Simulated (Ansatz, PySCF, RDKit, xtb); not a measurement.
**CH6N2OSi2: ranking a sample of isomers**

A sample of isomers of CH6N2OSi2 is drawn. Aim: find which of them has the lowest free energy at 298.15 K, then its properties. The sample is small against all isomers, and the most stable one of this formula need not be in it.

Plan: many cheap relaxations first (GFN2-xTB), then density-functional screening, relaxation at B3LYP/def2-SVP, vibrations (at GFN2-xTB) and a final energy. The numbers are computed, not measured.

### 1 Possible bonding patterns

Isomers were taken from a list of plausible structures; this is a sample, not all of them. That gives 3 candidates.

| label | SMILES | spin |
| --- | --- | --- |
| c927 | N#C[Si@@H](O)N[SiH3] | singlet |
| c964 | N#C[SiH2]N[SiH2]O | singlet |
| c984 | N#C[SiH2]N(O)[SiH3] | singlet |

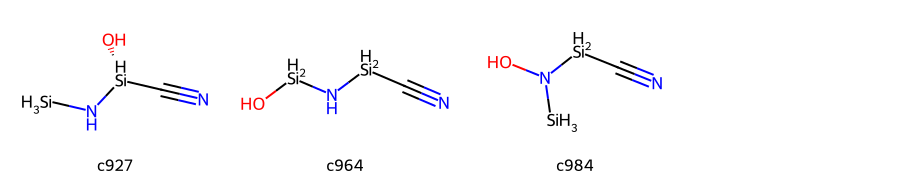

Structural formulas of the candidates.

Candidates are built by distance geometry, with a force field where one applies, in up to four conformers (letters a to d).

### 2 Search with GFN2-xTB

All 12 starts are relaxed the same way. One of them, c984d (taken from a list of positional isomers, embedded by distance geometry and MMFF94), in full:

File start.xyz:

```xyz
12
c984d
C     -2.767571     1.044527    -1.177828
N     -3.538979     1.952794    -1.340081
N     -0.683616    -0.427238     0.414982
O     -0.027214    -1.755311     0.681341
Si    -1.548805    -0.348497    -1.010634
Si     0.254148     0.960700     0.624345
H     -2.259784    -1.656005    -1.184882
H     -0.531607    -0.335462    -2.151928
H      0.788066    -1.727528     0.195087
H      0.877073     0.884351     2.015466
H     -0.535232     2.156614     0.502112
H      1.327015     0.870846    -0.347815
```

Started as:

```console
$ xtb start.xyz --gfn 2 --opt
```

Log, cut to the lines that bear on the results:

```text
* xtb version 6.7.1
[...]
          :  # basis functions                  42          :
[...]
          :  # electrons                        34          :
[...]
          :  Hamiltonian                  GFN2-xTB          :
[...]
          :  net charge                          0          :
          :  unpaired electrons                  0          :
[...]
   *** convergence criteria satisfied after 13 iterations ***
[...]
   *** GEOMETRY OPTIMIZATION CONVERGED AFTER 31 ITERATIONS ***
[...]
   *** convergence criteria satisfied after 3 iterations ***
[...]
         ::                     SUMMARY                     ::
         :::::::::::::::::::::::::::::::::::::::::::::::::::::
         :: total energy             -18.512085101301 Eh    ::
         :: gradient norm              0.000301079113 Eh/a0 ::
         :: HOMO-LUMO gap              3.854857043031 eV    ::
         ::.................................................::
         :: SCC energy               -18.721331143563 Eh    ::
         :: -> isotropic ES            0.058456458601 Eh    ::
         :: -> anisotropic ES         -0.003466620476 Eh    ::
         :: -> anisotropic XC          0.020489832179 Eh    ::
         :: -> dispersion             -0.009031800744 Eh    ::
         :: repulsion energy           0.209246042262 Eh    ::
         :: add. restraining           0.000000000000 Eh    ::
         :: total charge              -0.000000000000 e     ::
         :::::::::::::::::::::::::::::::::::::::::::::::::::::
[...]
        17        2.0000           -0.3880013             -10.5581 (HOMO)
        18                         -0.2463379              -6.7032 (LUMO)
[...]
     #   Z          covCN         q      C6AA      α(0)
     1   6          1.790    -0.006    31.379     9.054
     2   7          0.911    -0.207    25.496     7.303
     3   7          2.544    -0.289    27.471     7.784
     4   8          1.767    -0.389    20.613     6.131
     5  14          3.609     0.505    97.835    18.990
     6  14          3.639     0.494    97.756    18.962
     7   1          0.918    -0.070     4.614     3.359
     8   1          0.918    -0.073     4.716     3.396
     9   1          0.805     0.298     0.727     1.340
    10   1          0.919    -0.082     4.968     3.486
    11   1          0.920    -0.093     5.309     3.604
    12   1          0.917    -0.089     5.203     3.568
[...]
     #   Z sym  total        # sym  WBO       # sym  WBO       # sym  WBO
 ---------------------------------------------------------------------------
     1   6      3.871 --     2      2.936     5      0.838
     2   7      3.025 --     1      2.936
     3   7      3.205 --     5      1.043     4      1.002     6      0.970
     4   8      1.973 --     3      1.002     9      0.904
     5  14      3.749 --     3      1.043     8      0.882     7      0.880
                             1      0.838
     6  14      3.693 --     3      0.970    10      0.893    12      0.892
                            11      0.892
     7   1      0.995 --     5      0.880
     8   1      0.995 --     5      0.882
     9   1      0.911 --     4      0.904
    10   1      0.993 --     6      0.893
    11   1      0.991 --     6      0.892
[...]
molecular dipole:
                 x           y           z       tot (Debye)
 q only:        0.609      -0.357       0.109
   full:        0.886      -0.830       0.166       3.114
molecular quadrupole (traceless):
[...]
          | TOTAL ENERGY              -18.512085101301 Eh   |
          | GRADIENT NORM               0.000301079113 Eh/α |
          | HOMO-LUMO GAP               3.854857043031 eV   |
           -------------------------------------------------
[...]
```

It took 0.17 s on 2 threads of Arm Neoverse V2, shared host.

### 3 Distinct minima at GFN2-xTB

12 of the 12 relaxations converged; 1 ended on a minimum already found. 11 distinct structures remain:

| label | start | SMILES after | spin | energy (kcal/mol) |
| --- | --- | --- | --- | --- |
| c964a | drawn | N#C[SiH2]N[SiH2]O | singlet | 0.0 |
| c964b | drawn | N#C[SiH2]N[SiH2]O | singlet | 0.3 |
| c964d | drawn | N#C[SiH2]N[SiH2]O | singlet | 0.9 |
| c964c | drawn | N#C[SiH2]N[SiH2]O | singlet | 1.2 |
| c927a | drawn | N#C[Si@@H](O)N[SiH3] | singlet | 1.6 |
| c927c | drawn | N#C[Si@@H](O)N[SiH3] | singlet | 1.8 |
| c927b | drawn | N#C[Si@@H](O)N[SiH3] | singlet | 2.2 |
| c927d | drawn | N#C[Si@@H](O)N[SiH3] | singlet | 2.8 |
| c984d | drawn | N#C[SiH2]N(O)[SiH3] | singlet | 66.0 |
| c984c | drawn | N#C[SiH2]N(O)[SiH3] | singlet | 66.4 |
| c984b | drawn | N#C[SiH2]N(O)[SiH3] | singlet | 67.1 |

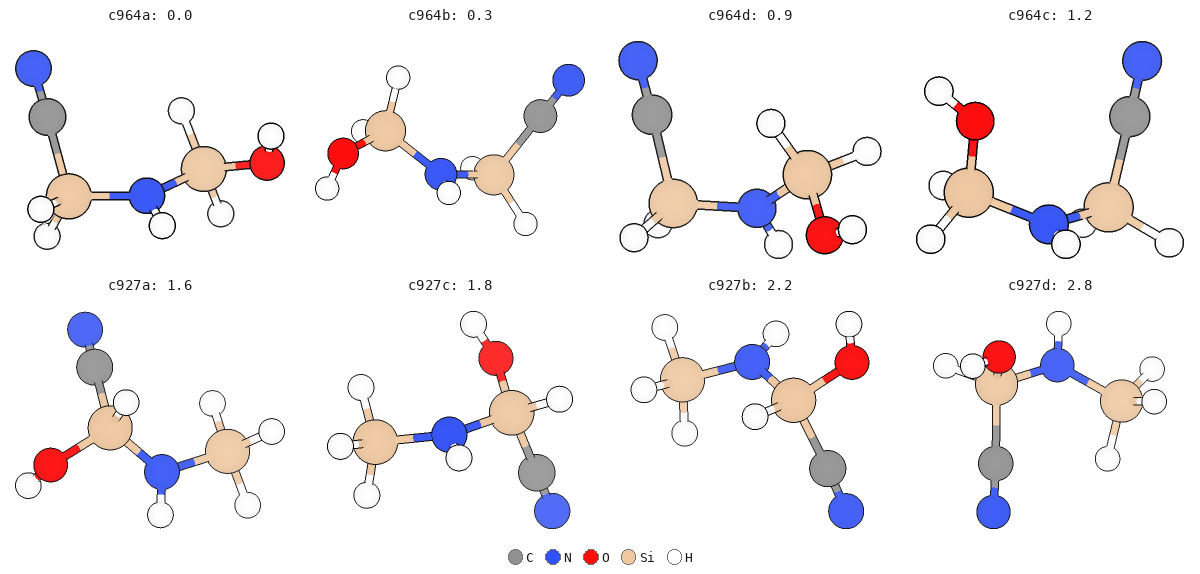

The 8 lowest minima that did not fall apart, with their GFN2-xTB energies in kcal/mol.

### 4 Second filter: single points

A choice of the minima (the low ones first, few conformers of a pattern, up to a cap) and the lowest that fell apart get a single point at r2SCAN-D4/def2-SVP on the tight-binding geometry, and one at HF/STO-3G for comparison. The lowest singlets are also tried as triplets at the same geometry (label ending in t). Within 40 kcal/mol but not screened, among others: c964d, c964c, c927b, c927d. The first, c964a:

File input.yaml:

```yaml
crystal:
  periodic: [false, false, false]
  atoms:
    - {symbol: C, position_ang: [-2.927020, -0.843744, 0.104226]}
    - {symbol: "N", position_ang: [-3.788686, -0.180281, -0.255079]}
    - {symbol: "N", position_ang: [-0.175475, -0.922700, 0.911126]}
    - {symbol: O, position_ang: [1.542974, 1.188964, 0.619975]}
    - {symbol: Si, position_ang: [-1.544500, -1.948141, 0.705810]}
    - {symbol: Si, position_ang: [0.523438, 0.228932, -0.198432]}
    - {symbol: H, position_ang: [-1.913592, -2.470428, 2.022194]}
    - {symbol: H, position_ang: [-1.385280, -2.987959, -0.317203]}
    - {symbol: H, position_ang: [0.460907, -1.219182, 1.635446]}
    - {symbol: H, position_ang: [1.429647, -0.397571, -1.151053]}
    - {symbol: H, position_ang: [-0.606196, 0.944331, -0.775474]}
    - {symbol: H, position_ang: [1.243924, 1.753153, 1.328067]}
basis:
  gaussian:
    orbitals: def2-SVP
hamiltonian:
  xc: r2scan
  dispersion: d4
scf:
  lower_state_search: off
output: {orbitals: {seedname: orbitals}}
```

Started as:

```console
$ ansatz run input.yaml --threads 2 --pin off --max-ram 5220MiB --events-out events.jsonl --progress --plain --runs-dir runs
```

Log, cut to the lines that bear on the results:

```text
Warning: RAYON_NUM_THREADS=2 ignored (pool sized by the plan → 2); use --threads N
Functional definition: r2SCAN
  name "r2SCAN"
[...]
1385 factors; their error is unknown
[...]
mean field -21904.31601781 eV, -804.9687663758 hartree, gradient 4.7e-6 eV, S^2 0.000000; 0 other end points of the search recorded, 0 dependent functions left out
reference -21904.31602857 eV, -804.9687667714 hartree; 31, 31 occupied and 91, 91 virtual orbitals, 1385 factors
Total energy: -21904.39144824 eV, -804.9715383932 hartree
Checks for a lower state left out: stability, starts, cluster_reference, orbital_swaps, neighbouring_geometries, increment
```

Wall time 2.8 s (2 threads of Arm Neoverse V2, shared host); peak memory 0.15 GiB.

Relative energies in kcal/mol, each column from its lowest structure that stays in one piece:

| label | SMILES | spin | GFN2-xTB | HF/STO-3G | r2SCAN-D4/def2-SVP |
| --- | --- | --- | --- | --- | --- |
| c927c | N#C[Si@@H](O)N[SiH3] | singlet | 1.8 | 0.0 | 0.0 |
| c927a | N#C[Si@@H](O)N[SiH3] | singlet | 1.6 | 0.3 | 0.4 |
| c964b | N#C[SiH2]N[SiH2]O | singlet | 0.3 | 0.3 | 1.5 |
| c964a | N#C[SiH2]N[SiH2]O | singlet | 0.0 | 1.6 | 2.2 |
| c964bt | N#C[SiH2]N[SiH2]O | triplet | – | – | 133.6 |
| c927ct | N#C[Si@@H](O)N[SiH3] | triplet | – | – | 137.6 |

### 5 Refinement at B3LYP/def2-SVP

3 candidates are relaxed at B3LYP/def2-SVP (chosen among the lowest in one piece, one conformer a pattern, with other spins of them). The first, c927c:

File input.yaml:

```yaml
basis:
  gaussian:
    orbitals: def2-SVP
crystal:
  periodic: [false, false, false]
  atoms:
    - {symbol: C, position_ang: [0.485098, -1.314196, 3.127426]}
    - {symbol: "N", position_ang: [0.164954, -1.400556, 4.223144]}
    - {symbol: "N", position_ang: [-0.350953, -0.549386, 0.370193]}
    - {symbol: O, position_ang: [1.438433, -2.582348, 0.928526]}
    - {symbol: Si, position_ang: [0.977401, -1.087938, 1.337036]}
    - {symbol: Si, position_ang: [-1.743069, -1.444884, -0.164335]}
    - {symbol: H, position_ang: [2.035793, -0.087535, 1.235093]}
    - {symbol: H, position_ang: [1.561072, -2.833680, 0.017755]}
    - {symbol: H, position_ang: [-0.476572, 0.449457, 0.362228]}
    - {symbol: H, position_ang: [-2.335276, -0.612100, -1.212071]}
    - {symbol: H, position_ang: [-1.242603, -2.710275, -0.702572]}
    - {symbol: H, position_ang: [-2.692594, -1.688025, 0.924165]}
scf:
  lower_state_search: off
relax:
  f_tol: 0.006
hamiltonian:
  xc: {name: B3LYP}
```

Started as:

```console
$ ansatz run input.yaml --threads 2 --pin off --max-ram 5220MiB --events-out events.jsonl --progress --plain --runs-dir runs
```

Log, cut to the lines that bear on the results:

```text
Warning: RAYON_NUM_THREADS=2 ignored (pool sized by the plan → 2); use --threads N
[...]
Functional definition: B3LYP
  name "B3LYP"
[...]
1295 factors; integrals over basis functions are off by at most 3.7e-4 eV
[...]
mean field -21910.29496817 eV, -805.1884887490 hartree, gradient 1.2e-6 eV, S^2 0.000000; 0 other end points of the search recorded, 0 dependent functions left out
[...]
reference -21910.29525062 eV, -805.1884991286 hartree; 31, 31 occupied and 91, 91 virtual orbitals, 1295 factors
relax step   1: F+E_penalty+E_count = -21910.29496817 eV  Δ(F+E_penalty+E_count) = +0.000e0 eV  max|allowed force component| = 2.023e0 eV/Å  Δτ_max = 0.0000 Å  (16 SCF iters, accepted)
[...]
relax step   7: F+E_penalty+E_count = -21910.41746254 eV  Δ(F+E_penalty+E_count) = -7.218e-4 eV  max|allowed force component| = 5.313e-2 eV/Å  Δτ_max = 0.0254 Å  (22 SCF iters, accepted)
[...]
Atom 3 at     1.713000    -2.427483     0.664192 Å, force    -0.001320     0.001072    -0.001075 eV/Å
Atom 4 at     0.983716    -1.089632     1.315308 Å, force    -0.000283     0.001971     0.000207 eV/Å
Atom 5 at    -1.861686    -1.373964    -0.022300 Å, force     0.000052     0.001417    -0.000611 eV/Å
Atom 6 at     1.898659     0.064041     1.495309 Å, force    -0.000129     0.000062    -0.000023 eV/Å
Atom 7 at     2.033450    -2.362736    -0.243786 Å, force     0.000583    -0.001306    -0.000049 eV/Å
Atom 8 at    -0.350302     0.460915     0.188206 Å, force     0.000464     0.000543     0.001348 eV/Å
Atom 9 at    -2.001788    -1.452471    -1.507050 Å, force     0.000786    -0.001749     0.001576 eV/Å
Atom 10 at    -1.769042    -2.745994     0.542854 Å, force    -0.000902     0.001344    -0.001699 eV/Å
Atom 11 at    -3.063374    -0.672190     0.514194 Å, force    -0.000153    -0.001065     0.000297 eV/Å
Dipole moment:     0.130540     0.482741    -0.959683 e Å
Checks for a lower state left out: stability, starts, cluster_reference, orbital_swaps, neighbouring_geometries, increment
```

Run time: 86 s. Hardware: 2 threads of Arm Neoverse V2, shared host; peak memory 0.26 GiB.

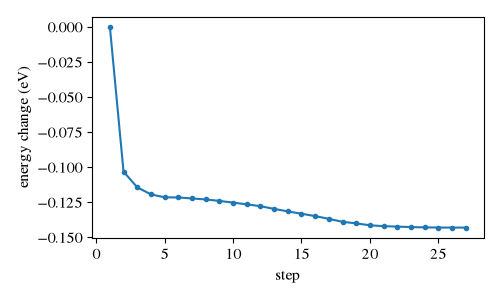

Energy along the run, all evaluated steps.

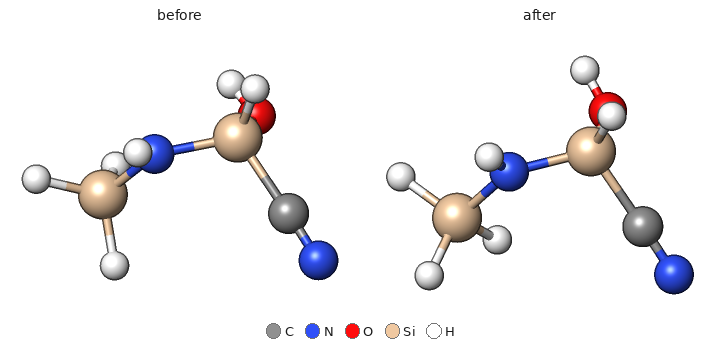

Before and after, at one scale.

After the run. Bond lengths: C1–N2 1.161 Å, C1–Si5 1.865 Å, N3–Si5 1.725 Å, O4–Si5 1.657 Å, N3–Si6 1.760 Å, Si5–H7 1.483 Å, O4–H8 0.965 Å, N3–H9 1.019 Å, Si6–H10 1.493 Å, Si6–H11 1.487 Å, Si6–H12 1.491 Å. Some angles: N2–C1–Si5 177.2°, C1–Si5–N3 110.9°, C1–Si5–O4 102.1°, N3–Si5–O4 114.3°, Si5–N3–Si6 129.9°, C1–Si5–H7 108.2°, N3–Si5–H7 107.4°, O4–Si5–H7 113.8°, Si5–N3–H9 114.2°, Si6–N3–H9 115.8°.

### 6 Ranking at B3LYP/def2-SVP

| label | spin | r2SCAN-D4/def2-SVP (kcal/mol) | B3LYP/def2-SVP, relaxed (kcal/mol) | time |
| --- | --- | --- | --- | --- |
| c964b | singlet | 1.5 | 0.0 | 47 s |
| c927c | singlet | 0.0 | 0.3 | 86 s |
| c964bt | triplet | 133.6 | 112.5 | 3.8 min |

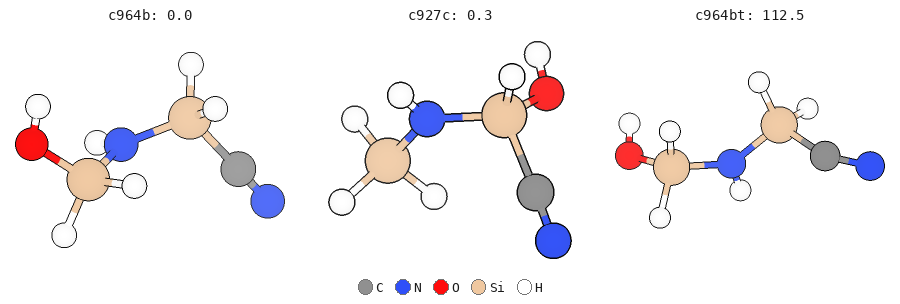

The relaxed structures, with energies at B3LYP/def2-SVP in kcal/mol.

### 7 Harmonic analysis of the finalists

The lowest few in one piece go on as finalists. In this search the thermal terms come from GFN2-xTB at its own nearest minimum. The first, c964b:

File start.xyz:

```xyz
12
c964b
C      3.302078    -0.331065     1.231287
N      4.397881    -0.494671     0.882570
N      0.530413     0.472582     0.455355
O     -2.132257     0.056237    -0.464913
Si     1.527907    -0.047536     1.770277
Si    -0.548992    -0.446561    -0.574607
H      1.607465     0.984187     2.836332
H      1.035214    -1.345746     2.290675
H      0.649140     1.449919     0.186551
H     -0.213556    -0.239481    -2.002760
H     -0.372232    -1.862222    -0.146077
H     -2.573322    -0.026442     0.389095
```

Started as:

```console
$ xtb start.xyz --gfn 2 --ohess tight
```

Log, cut to the lines that bear on the results:

```text
* xtb version 6.7.1
[...]
          :  # basis functions                  42          :
[...]
          :  # electrons                        34          :
[...]
          :  Hamiltonian                  GFN2-xTB          :
[...]
          :  net charge                          0          :
          :  unpaired electrons                  0          :
[...]
   *** convergence criteria satisfied after 13 iterations ***
[...]
   *** GEOMETRY OPTIMIZATION CONVERGED AFTER 32 ITERATIONS ***
[...]
   *** convergence criteria satisfied after 3 iterations ***
[...]
         ::                     SUMMARY                     ::
         :::::::::::::::::::::::::::::::::::::::::::::::::::::
         :: total energy             -18.616738745684 Eh    ::
         :: gradient norm              0.000175563965 Eh/a0 ::
         :: HOMO-LUMO gap              4.010257342128 eV    ::
         ::.................................................::
         :: SCC energy               -18.850473584024 Eh    ::
         :: -> isotropic ES            0.068346529887 Eh    ::
         :: -> anisotropic ES          0.003985283085 Eh    ::
         :: -> anisotropic XC          0.018070452436 Eh    ::
         :: -> dispersion             -0.008492863051 Eh    ::
         :: repulsion energy           0.233734838341 Eh    ::
         :: add. restraining           0.000000000000 Eh    ::
         :: total charge               0.000000000000 e     ::
         :::::::::::::::::::::::::::::::::::::::::::::::::::::
[...]
        17        2.0000           -0.3888293             -10.5806 (HOMO)
        18                         -0.2414551              -6.5703 (LUMO)
[...]
molecular dipole:
                 x           y           z       tot (Debye)
 q only:       -1.100       0.073       0.669
   full:       -1.532       0.293       0.965       4.662
molecular quadrupole (traceless):
[...]
          | TOTAL ENERGY              -18.616738745685 Eh   |
          | TOTAL ENTHALPY            -18.535763033433 Eh   |
          | TOTAL FREE ENERGY         -18.580661830915 Eh   |
          | GRADIENT NORM               0.000175504776 Eh/α |
[...]
```

Wall time 0.35 s (2 threads of Arm Neoverse V2, shared host).

### 8 Zero-point energy and free-energy terms

As xtb prints them, at 298.15 K, with its own treatment of low modes:

| label | SMILES | spin | lowest mode (cm⁻¹) | zero-point (kcal/mol) | G − E (kcal/mol) |
| --- | --- | --- | --- | --- | --- |
| c964b | N#C[SiH2]N[SiH2]O | singlet | 26 | 44.2 | 22.6 |
| c927c | N#C[Si@@H](O)N[SiH3] | singlet | 31 | 44.0 | 22.3 |
| c964bt | [N][C][SiH2][NH][SiH2][OH] ‡ | triplet | 47 | 43.0 | 21.4 |

‡ marks the bonded skeleton alone, with all bonds drawn single: no Lewis structure was assigned that passes a check against the bond lengths.

### 9 The final energy

Each finalist gets a single point at CCSD(T)/def2-SVP.

c964b, CCSD(T)/def2-SVP:

File input.yaml:

```yaml
crystal:
  periodic: [false, false, false]
  atoms:
    - symbol: C
      position_ang: [3.302078, -0.331065, 1.231287]
    - symbol: N
      position_ang: [4.397881, -0.494671, 0.882570]
    - symbol: "N"
      position_ang: [0.530413, 0.472582, 0.455355]
    - symbol: O
      position_ang: [-2.132257, 0.056237, -0.464913]
    - symbol: Si
      position_ang: [1.527907, -0.047536, 1.770277]
    - symbol: Si
      position_ang: [-0.548992, -0.446561, -0.574607]
    - symbol: H
      position_ang: [1.607465, 0.984187, 2.836332]
    - symbol: H
      position_ang: [1.035214, -1.345746, 2.290675]
    - symbol: H
      position_ang: [0.649140, 1.449919, 0.186551]
    - symbol: H
      position_ang: [-0.213556, -0.239481, -2.002760]
    - symbol: H
      position_ang: [-0.372232, -1.862222, -0.146077]
    - symbol: H
      position_ang: [-2.573322, -0.026442, 0.389095]
basis:
  gaussian:
    orbitals: def2-SVP
correlation:
  method: ccsd_t
  frozen_orbitals: {C: 1, Si: 5, "N": 1, H: 0, O: 1}
```

Started as:

```console
$ ansatz run input.yaml --threads 2 --pin off --max-ram 5220MiB --events-out events.jsonl --progress --plain --runs-dir runs
```

Log, cut to the lines that bear on the results:

```text
Warning: RAYON_NUM_THREADS=2 ignored (pool sized by the plan → 2); use --threads N
Functional definition: HF
  name "HF"
[...]
1200 factors; integrals over basis functions are off by at most 1.1e-3 eV
[...]
mean field -21843.51428776 eV, -802.7343440094 hartree, gradient 8.7e-7 eV, S^2 0.000000; 0 other end points of the search recorded, 0 dependent functions left out
14 core orbitals not correlated: weight in the atoms' cores, before any rotation towards them, 1.000 or more for the frozen orbitals, at most 0.000 for the correlated occupied ones
reference -21843.51428776 eV, -802.7343440094 hartree; 17, 17 occupied and 91, 91 virtual orbitals, 1200 factors
second order -22.40570759 eV of doubles, -0.00000000 eV of singles
cycle   1  -22.79546831 eV  change   -3.9e-1 eV  update   1.2e-1
[...]
cycle   9  -23.67074637 eV  change   -2.1e-5 eV  update   2.2e-5
perturbative correction -0.73972942 eV, -0.0271845547 hartree
Total energy: -21867.92476355 eV, -803.6314124487 hartree
```

It took 20 s on 2 threads of Arm Neoverse V2, shared host; peak memory 0.66 GiB.

### 10 c964b at MP2/def2-TZVPP

File input.yaml:

```yaml
basis:
  gaussian: {orbitals: def2-TZVPP}
crystal:
  periodic: [false, false, false]
  atoms:
    - {symbol: C, position_ang: [3.302078, -0.331065, 1.231287]}
    - {symbol: "N", position_ang: [4.397881, -0.494671, 0.882570]}
    - {symbol: "N", position_ang: [0.530413, 0.472582, 0.455355]}
    - {symbol: O, position_ang: [-2.132257, 0.056237, -0.464913]}
    - {symbol: Si, position_ang: [1.527907, -0.047536, 1.770277]}
    - {symbol: Si, position_ang: [-0.548992, -0.446561, -0.574607]}
    - {symbol: H, position_ang: [1.607465, 0.984187, 2.836332]}
    - {symbol: H, position_ang: [1.035214, -1.345746, 2.290675]}
    - {symbol: H, position_ang: [0.649140, 1.449919, 0.186551]}
    - {symbol: H, position_ang: [-0.213556, -0.239481, -2.002760]}
    - {symbol: H, position_ang: [-0.372232, -1.862222, -0.146077]}
    - {symbol: H, position_ang: [-2.573322, -0.026442, 0.389095]}
correlation: {method: mp2, frozen_orbitals: {C: 1, Si: 5, "N": 1, H: 0, O: 1}}
```

Started as:

```console
$ ansatz run input.yaml --threads 2 --pin off --max-ram 5220MiB --events-out events.jsonl --progress --plain --runs-dir runs
```

Log:

```text
Warning: RAYON_NUM_THREADS=2 ignored (pool sized by the plan → 2); use --threads N
Functional definition: HF
  name "HF"
  exchange = exact_x
  correlation = 0
1736 factors; integrals over basis functions are off by at most 1.0e-3 eV
mean field evaluation 1: about -21850.0623 eV, gradient 5.4e1 eV
mean field evaluation 2: about -21850.4448 eV, gradient 5.4e1 eV
mean field evaluation 4: about -21856.7362 eV, gradient 6.2e0 eV
mean field evaluation 8: about -21856.8709 eV, gradient 5.0e-1 eV
mean field -21856.87175082 eV, -803.2252217229 hartree, gradient 2.5e-6 eV, S^2 0.000000; 0 other end points of the search recorded, 0 dependent functions left out
14 core orbitals not correlated: weight in the atoms' cores, before any rotation towards them, 1.000 or more for the frozen orbitals, at most 0.000 for the correlated occupied ones
reference -21856.87175082 eV, -803.2252217229 hartree; 17, 17 occupied and 261, 261 virtual orbitals, 1736 factors
second order -27.96582162 eV of doubles, -0.00000000 eV of singles
Total energy: -21884.83757244 eV, -804.2529467114 hartree
```

Run time: 11 s. Hardware: 2 threads of Arm Neoverse V2, shared host; peak memory 0.78 GiB.

(Part 1 of 2 ends here.)
